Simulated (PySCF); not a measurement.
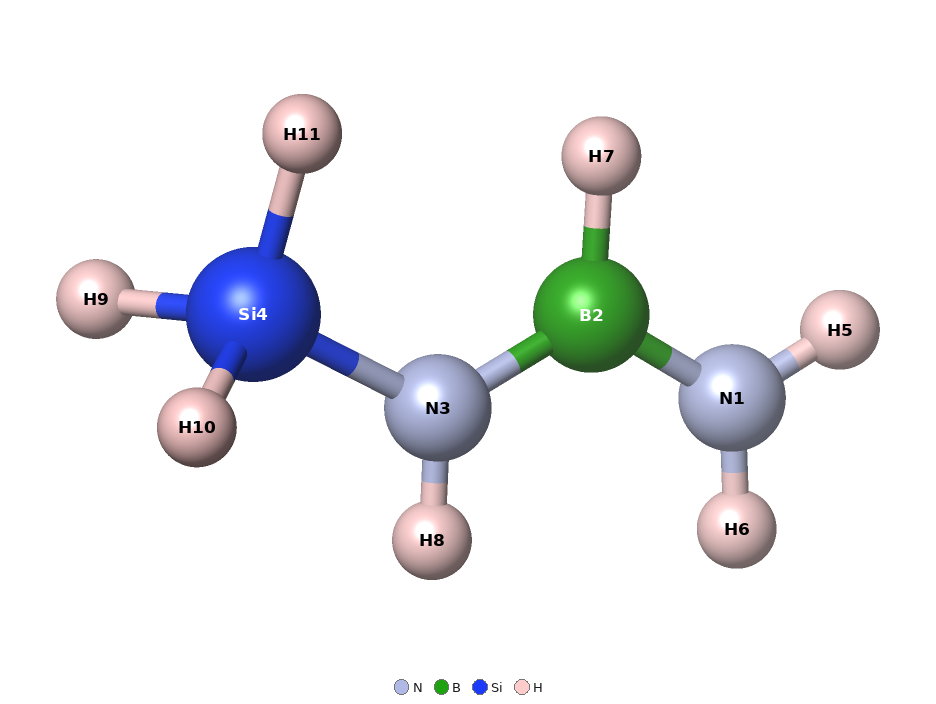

Computed geometry: PBE0-D3(BJ)/def2-SVP optimisation. No frequency run is at hand to confirm it as a minimum. Method: delta-SCF UKS SCAN, pcX-2 on the ionised atom, pcseg-1 elsewhere, spin-free X2C (PySCF 2.14.0).

Give the core-electron binding energies (to vacuum; p and d levels without spin–orbit splitting) of N1 1s, B2 1s, N3 1s, Si4 1s, Si4 2p.

```csv
atom,level,binding energy (eV)
N1,1s,404.9
B2,1s,195.7
N3,1s,404.3
Si4,1s,1846.8
Si4,2p,107.2
```
